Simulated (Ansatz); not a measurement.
Three curves of one kind of scan: energy against volume (even scaling of the relaxed cell, symmetry kept). Level of theory: r2SCAN (plane waves to 500 eV, PAW, scalar-relativistic; Ansatz, an electronic-structure program). Each is measured from its own zero (the relaxed starting cell). 

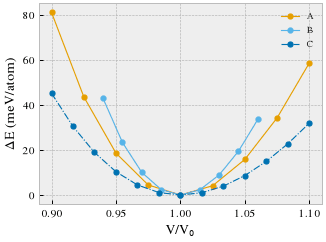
*Curves A, B and C.*

Question: Which curve belongs to the crystal with a fitted bulk modulus at fixed cell shape of 195 GPa and a relaxed volume of 17.22 Å³/atom?

Answer: Curve B, NbAu₂ (space group P6/mmm): near the minimum ΔE ≈ ½·B₀·V₀·(V/V₀ − 1)², with B₀·V₀ = 21 eV/atom.

All were relaxed with their symmetry unable to fall. NbAu2 is run without spin polarisation. Spin-orbit coupling is left out.

(Under strain, the slope of the energy per volume gives the stress and its curvature an elastic modulus.)
